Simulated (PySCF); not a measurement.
# C7H8: the cost of one run

Computed with PySCF 2.14.0, with density-fitted response routines of our own, on a single molecule in the gas phase. Atoms count from 0, in the outputs and in this text.

### Step 1. The molecule as given

15 atoms, charge 0, multiplicity 1; geometry from: GFN2-xTB.

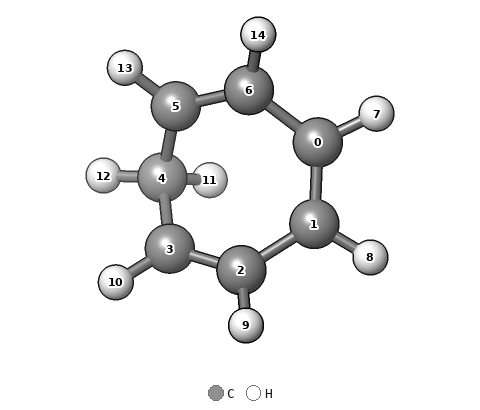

As it starts; carbon grey, hydrogen white, atoms numbered; sticks join atoms by distance.

### Step 2. Optimising the geometry at PBE0-D3(BJ)/def2-SVP

The job: settings as JSON, then the geometry in Å.

```
{"job": {"xc": "PBE0", "basis": "def2-SVP", "d3": "d3bj", "grid": 2, "kind": "geom"}, "charge": 0, "multiplicity": 1}
C      1.467350     0.494970    -0.240220
C      1.313370    -0.843430    -0.139750
C      0.155910    -1.493510     0.407820
C     -1.098000    -1.041690     0.289050
C     -1.421010     0.120510    -0.597870
C     -0.829310     1.293670     0.113740
C      0.496070     1.463070     0.185880
H      2.435240     0.882480    -0.533190
H      2.163620    -1.478340    -0.355960
H      0.343260    -2.399370     0.970610
H     -1.907930    -1.512450     0.828280
H     -0.933040    -0.008200    -1.568490
H     -2.493740     0.232580    -0.741580
H     -1.502740     2.009370     0.563900
H      0.892670     2.375990     0.612130
```

**Question.** How long does this first job take on 8 threads of Intel Xeon Platinum 8488C (Sapphire Rapids), shared host?

About 33 s.
